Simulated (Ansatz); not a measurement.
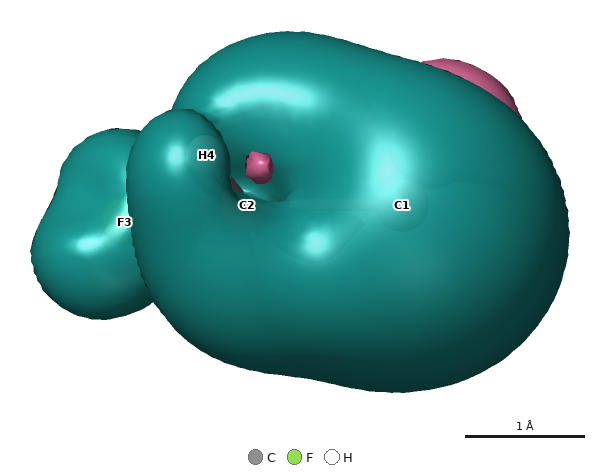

*C₂HF (SMILES [C]=CF) (triplet). Isosurfaces of the spin density (α minus β) at +0.015 (teal) and −0.015 e/Å³ (pink), seen from one side.*

Geometry: BLYP-D3(BJ)/def2-SVP.

These are results of isolated molecule in a Gaussian basis; Kohn-Sham density functional theory, functional PBE0 in Ansatz, not measurements.

```yaml
atoms:
  - { symbol: C, position_ang: [-0.2359, -0.4822, -0.4663] }
  - { symbol: C, position_ang: [0.4178, 0.6771, -0.1106] }
  - { symbol: F, position_ang: [0.4858, 1.1101, 1.1684] }
  - { symbol: H, position_ang: [0.6620, 1.4999, -0.8164] }
```

### Where is the unpaired spin?

The unpaired spin (2 electrons) lies mostly on C1 (about 1.3), C2 (about 0.5) and F3 (about 0.1), in electrons by Hirshfeld's partition.
